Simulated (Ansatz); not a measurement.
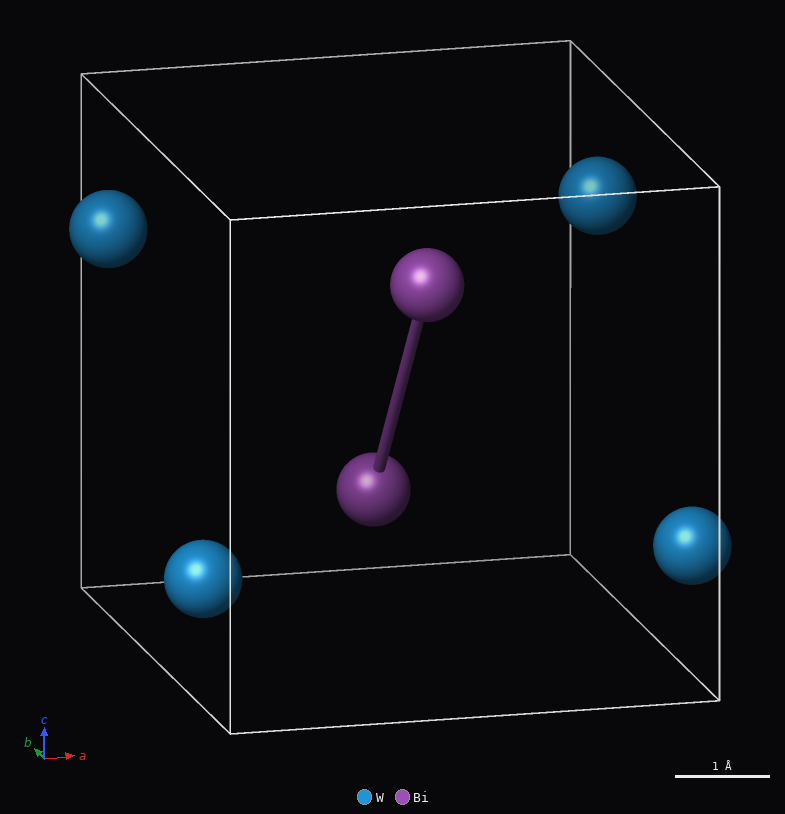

This ball-and-stick model is shown slightly off an axis. The simulation cell is drawn as a box.

```
CELL_PARAMETERS angstrom
5.39211 0.00000 0.00000
0.00000 6.52123 0.00000
0.03265 0.00000 5.66854
ATOMIC_POSITIONS crystal
W 0.00000 0.18200 0.25000
W 0.00000 0.81800 0.75000
Bi 0.50000 0.68000 0.25000
Bi 0.50000 0.32000 0.75000
```

Setup: Ansatz, DFT, PAW plane waves, PBE; an energy cutoff of 420 eV, 6×5×6 k-points, Fermi-Dirac smearing of 0.1 eV, no spin polarisation. The pressure of the cell is -14 GPa.

Question: How charged are the atoms, by the Bader scheme?

Answer: Bi +0.04 e; W -0.04 e. Little charge moves, as in a metallic or covalent solid.

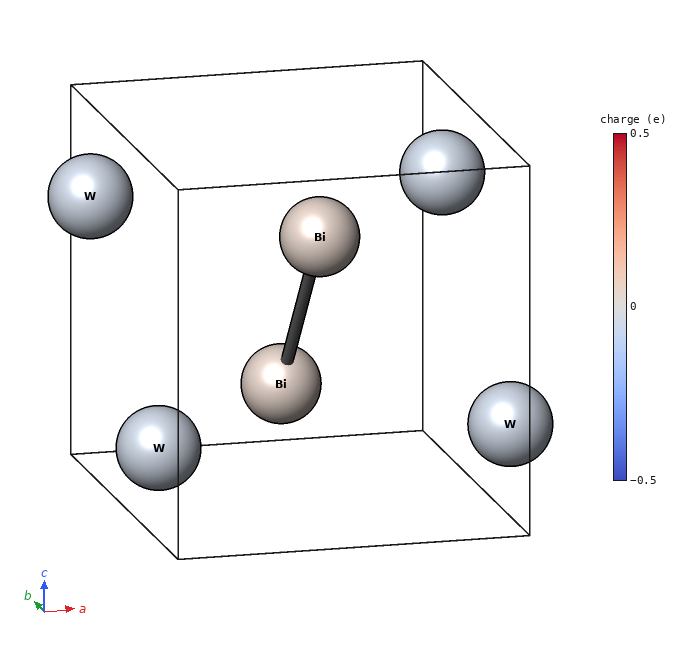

The atoms coloured by those charges.

The geometry is that of a generated cell, made by putting these elements into a known structure type (the compound may or may not exist in this form), without relaxation. An electronic-structure calculation with Ansatz was run on it.

At this level of theory the cell isn't at rest (stretched, at -14 GPa and forces up to 1.7 eV/Å), so its distances can differ from those at equilibrium, the more so the softer the solid.
